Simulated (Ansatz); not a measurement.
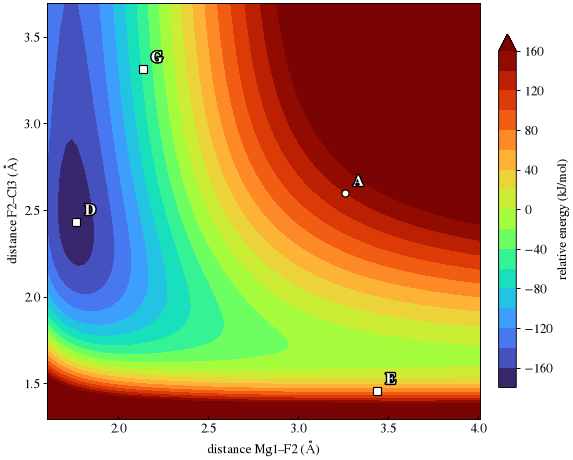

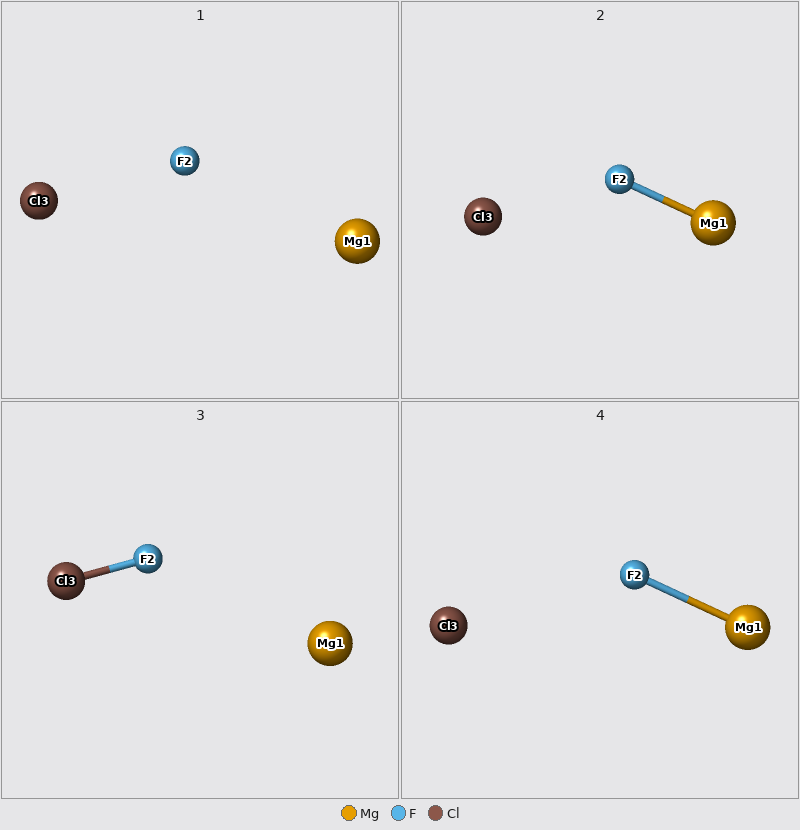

The system Mg + FCl. Coordinates scanned: (1) distance Mg1–F2; (2) distance F2–Cl3. Nothing is relaxed (the angle Mg1–F2–Cl3 is fixed at 140 degrees). Grid: 17 × 17 points. Energies: kJ/mol, counted from Mg far from the relaxed FCl (each part in its own basis). The reference is spin-restricted, so regions where a bond is pulled apart into radicals lie too high. Computed with RKS PBE0-D4/def2-SVPD in Ansatz 0.2.0.

The picture shows filled contours, one colour for all values above the top of the scale, lettered points. Between grid points the surface is interpolated. The numbered pictures are the structures at these points, in random order.

Question: Which structure belongs to which point?

Answer: A is structure 1: distance Mg1–F2 = 3.259 Å, distance F2–Cl3 = 2.599 Å, 139 kJ/mol; D is structure 2: distance Mg1–F2 = 1.769 Å, distance F2–Cl3 = 2.432 Å, −169 kJ/mol; E is structure 3: distance Mg1–F2 = 3.440 Å, distance F2–Cl3 = 1.457 Å, 69 kJ/mol; G is structure 4: distance Mg1–F2 = 2.137 Å, distance F2–Cl3 = 3.314 Å, −58 kJ/mol.
